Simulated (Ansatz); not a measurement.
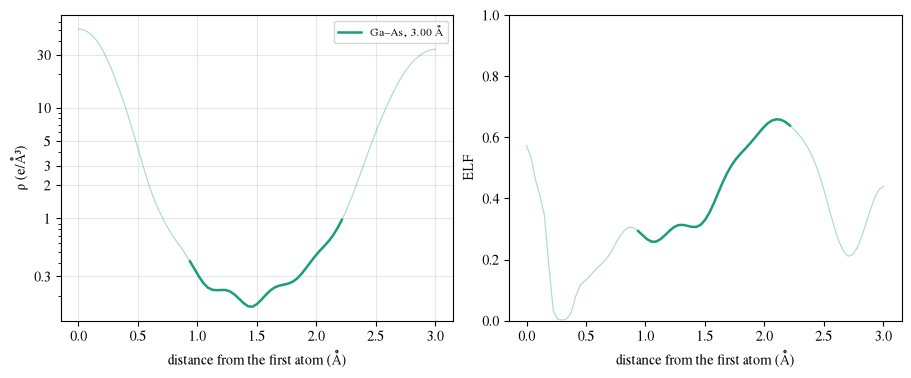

Figure. Ga7As. Valence electron density and electron localisation function along straight lines between neighbouring atoms. Thin, pale parts lie inside the atomic spheres.

Space group Fm-3m; a generated structure, not necessarily the stable one.

Theory: DFT PBE, scalar-relativistic, plane waves, PAW (Ansatz).

The density is the valence pseudo-density of a PAW calculation; it isn't the true density close to the nuclei.

Input

```
crystal:
  lattice:
    - [0.0, 4.2486592015, 4.2486592015]
    - [4.2486592015, 0.0, 4.2486592015]
    - [4.2486592015, 4.2486592015, 0.0]
  atoms:
    - { symbol: Ga, position: [0.5, 0.5, 0.5] }
    - { symbol: Ga, position: [0.0, 0.0, 0.5] }
    - { symbol: Ga, position: [0.5, 0.0, 0.5] }
    - { symbol: Ga, position: [0.0, 0.5, 0.5] }
    - { symbol: Ga, position: [0.5, 0.5, 0.0] }
    - { symbol: Ga, position: [0.0, 0.5, 0.0] }
    - { symbol: Ga, position: [0.5, 0.0, 0.0] }
    - { symbol: As, position: [0.0, 0.0, 0.0] }
basis:
  ecutwfc: 420
kpoints:
  mp_grid: { grid: [6, 6, 6] }
  band_path:
    path:
      - [[0.0, 0.0, 0.0], [0.5, 0.0, 0.5], [0.625, 0.25, 0.625]]
      - [[0.375, 0.375, 0.75], [0.0, 0.0, 0.0], [0.5, 0.5, 0.5], [0.5, 0.25, 0.75], [0.5, 0.0, 0.5]]
    npoints: 14
hamiltonian:
  xc: pbe
scf:
  occupations: { method: gaussian, width: 0.1 }
  n_extra_bands: 20
output:
  forces: true
  stress: true
  eigenvalues: true
  populations: true
  dos: { projected: true, de: 0.02, nscf_kmesh: { grid: [8, 8, 8] } }
  bader: true
  write_density: true
  write_potential: true
  elf: true
  volumetric_format: npy
```

Launched as:

```sh
ansatz run input.yaml --threads 1 --pin off --max-ram 2560MiB --backend cpu --events-out ev --progress --plain --runs-dir out
```

Below, planes, directions and counts refer to the conventional cell (a = 8.50 Å, b = 8.50 Å, c = 8.50 Å, α = 90.00°, β = 90.00°, γ = 90.00°).

Q: What can be read from the curves?

A: Ga–As (3.00 Å): ρ at the midpoint is about 0.17 e/Å³; the ELF is about 0.35 at the midpoint.
